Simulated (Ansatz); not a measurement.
# Ge19H28: what the fields show

The calculation's input:

```
crystal:
  periodic: [false, false, false]
  atoms:
    - {symbol: Ge, position_ang: [-3.634309, -0.774892, -2.018965]}
    - {symbol: Ge, position_ang: [-3.636206, 2.017562, 0.769171]}
    - {symbol: Ge, position_ang: [-0.769970, -3.636756, -2.016437]}
    - {symbol: Ge, position_ang: [-0.741465, -0.741319, 0.740897]}
    - {symbol: Ge, position_ang: [2.018575, -3.634434, 0.775285]}
    - {symbol: Ge, position_ang: [2.074269, -0.754611, -2.071061]}
    - {symbol: Ge, position_ang: [2.015362, -0.770758, 3.637216]}
    - {symbol: Ge, position_ang: [-0.754078, 2.071186, -2.074346]}
    - {symbol: Ge, position_ang: [2.070865, 2.073726, 0.755232]}
    - {symbol: Ge, position_ang: [-0.776145, 2.017312, 3.634958]}
    - {symbol: Ge, position_ang: [-2.430289, -2.435346, -3.351903]}
    - {symbol: Ge, position_ang: [-2.177955, 0.662374, -0.665008]}
    - {symbol: Ge, position_ang: [-2.435404, 3.351794, 2.431028]}
    - {symbol: Ge, position_ang: [0.715599, 0.712194, -3.487682]}
    - {symbol: Ge, position_ang: [0.664709, -2.178180, -0.662131]}
    - {symbol: Ge, position_ang: [0.661585, 0.664143, 2.178435]}
    - {symbol: Ge, position_ang: [3.351444, -2.430838, 2.436175]}
    - {symbol: Ge, position_ang: [3.487387, 0.715048, -0.711702]}
    - {symbol: Ge, position_ang: [0.712311, 3.487328, -0.714638]}
    - {symbol: H, position_ang: [-4.520965, 0.109519, -2.946172]}
    - {symbol: H, position_ang: [-4.587036, -1.526383, -1.041635]}
    - {symbol: H, position_ang: [-4.590185, 1.040728, 1.519722]}
    - {symbol: H, position_ang: [-4.521247, 2.944048, -0.117606]}
    - {symbol: H, position_ang: [-1.521464, -4.589403, -1.039027]}
    - {symbol: H, position_ang: [0.116155, -4.523345, -2.942070]}
    - {symbol: H, position_ang: [-1.644291, -1.643960, 1.643147]}
    - {symbol: H, position_ang: [1.040885, -4.587035, 1.526469]}
    - {symbol: H, position_ang: [2.945645, -4.521032, -0.109313]}
    - {symbol: H, position_ang: [2.972637, -1.664660, -2.967307]}
    - {symbol: H, position_ang: [1.037420, -1.522536, 4.589090]}
    - {symbol: H, position_ang: [2.940366, 0.115386, 4.524436]}
    - {symbol: H, position_ang: [-1.663991, 2.967627, -2.972656]}
    - {symbol: H, position_ang: [2.967112, 2.971852, 1.665514]}
    - {symbol: H, position_ang: [-1.528484, 1.039070, 4.586078]}
    - {symbol: H, position_ang: [0.108078, 2.943253, 4.523113]}
    - {symbol: H, position_ang: [-3.450592, -3.457070, -3.938766]}
    - {symbol: H, position_ang: [-1.727861, -1.733291, -4.546568]}
    - {symbol: H, position_ang: [-3.457608, 3.938359, 3.451014]}
    - {symbol: H, position_ang: [-1.732449, 4.546664, 1.729822]}
    - {symbol: H, position_ang: [-0.103181, -0.108499, -4.523551]}
    - {symbol: H, position_ang: [1.667227, 1.663879, -4.274276]}
    - {symbol: H, position_ang: [4.546202, -1.728053, 1.734619]}
    - {symbol: H, position_ang: [3.938136, -3.451322, 3.457803]}
    - {symbol: H, position_ang: [4.523617, -0.103510, 0.108766]}
    - {symbol: H, position_ang: [4.273613, 1.667033, -1.663352]}
    - {symbol: H, position_ang: [-0.108541, 4.523232, 0.103953]}
    - {symbol: H, position_ang: [1.664497, 4.273928, -1.665775]}
basis:
  gaussian: {orbitals: def2-TZVP, fitting: {mean_field: def2-universal-jkfit}, initial_orbitals: start.molden}
hamiltonian: {xc: pbe0, dispersion: d4}
scf: {omitted_lower_state_checks: [starts]}
output: {forces: true, orbitals: {seedname: orbitals}}
```

Run with:

```sh
ansatz run in.yaml --threads 11 --pin off --events-out ev --progress --plain --max-ram 110592MiB --backend cuda --devices 0, --max-vram 75GiB
```

Geometry: PBE-D4/def2-SVP.

The calculation used RKS PBE0-D4/def2-TZVP in Ansatz 0.2.0.

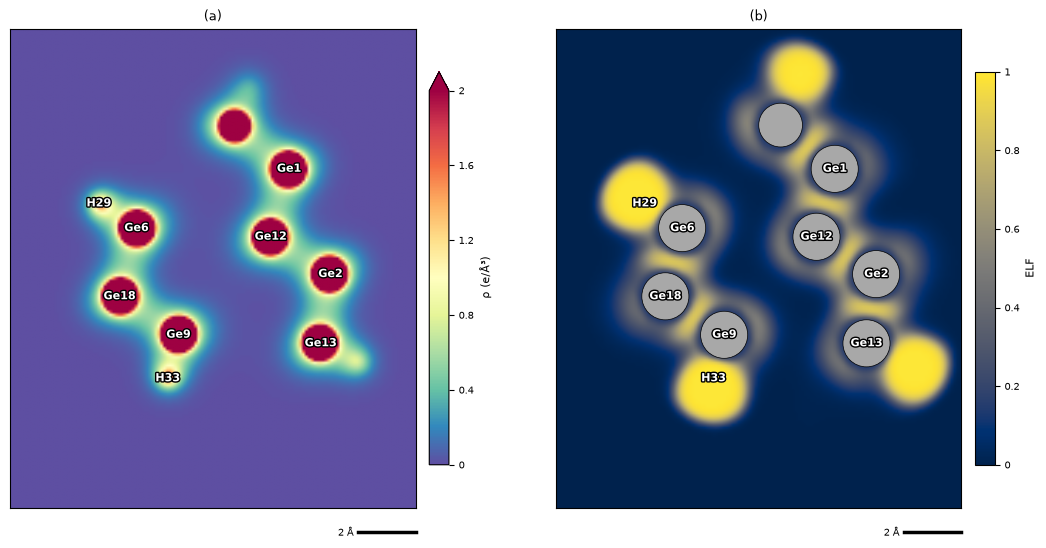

Figure 1. (a) electron density; (b) ELF on the plane of atoms Ge18, Ge9 and H33. Grey discs cover the atomic cores in the ELF map.

Q: Read the bonding off the picture.

A: The plane passes through Ge and H nuclei. Ge–Ge (2.45 Å): ρ is about 0.54 e/Å³ halfway; the ELF peaks at about 0.85 between the atoms (a shared electron pair). Ge–H (1.56 Å): the density is about 1 e/Å³ at the midpoint; the ELF climbs to about 1 towards the hydrogen.

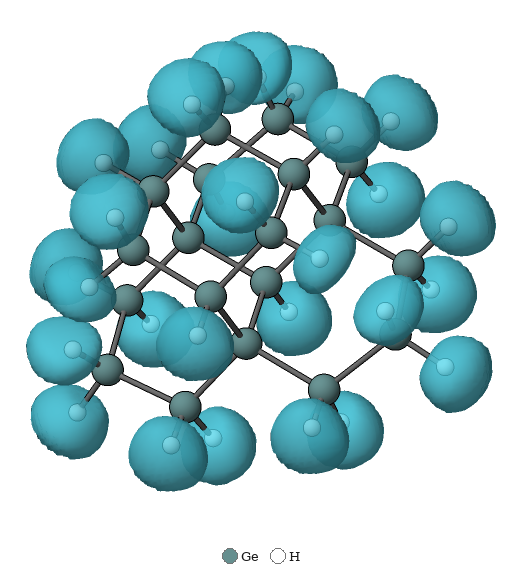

Figure 2. Isosurface of the electron localisation function at 0.9 (cyan), seen at a tilt. Core shells and regions of very low density are left out.

Q: Identify the bonds, lone pairs and shells in this picture.

A: The surface consists of 28 regions around hydrogen nuclei. Along the contacts the grid gives the following. Ge–H (1.55 Å): the ELF climbs to about 1 towards the hydrogen.

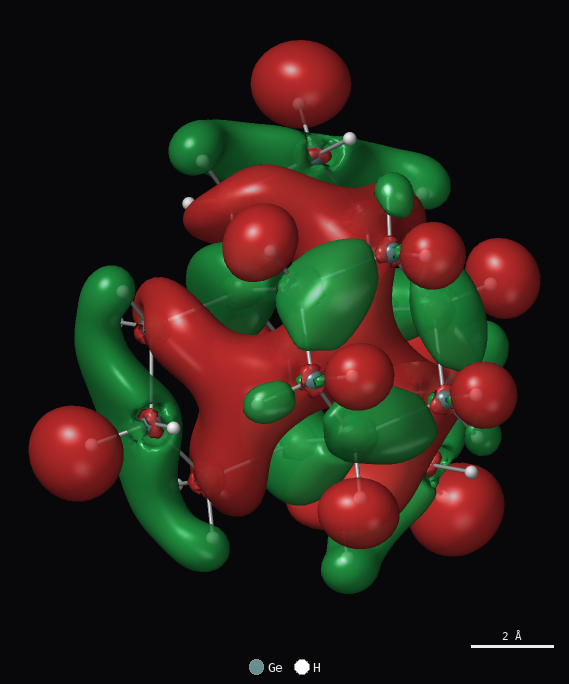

Figure 3. The LUMO at ±0.03 Å⁻³ᐟ² (green and red are the two phases), seen at a tilt.

Q: Where does this orbital lie, and at what energy?

A: No atom holds more than about 10 % of it (Hirshfeld); by element the shares are Ge 80 % and H 20 %. Its energy is −1.24 eV.

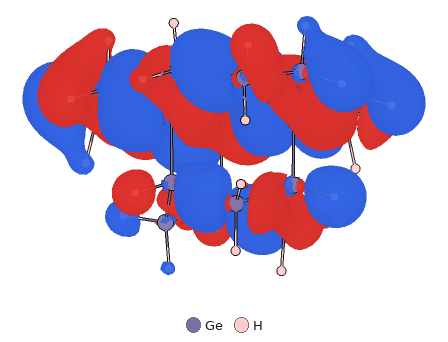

Figure 4. The HOMO at ±0.03 Å⁻³ᐟ² (blue and red are the two phases), seen from one side.

Q: What is the character of this orbital?

A: No atom holds more than about 15 % of it (Hirshfeld); by element the shares are Ge 85 % and H 15 %. It is one of a degenerate set, so its orientation is arbitrary. Its energy is −6.88 eV.
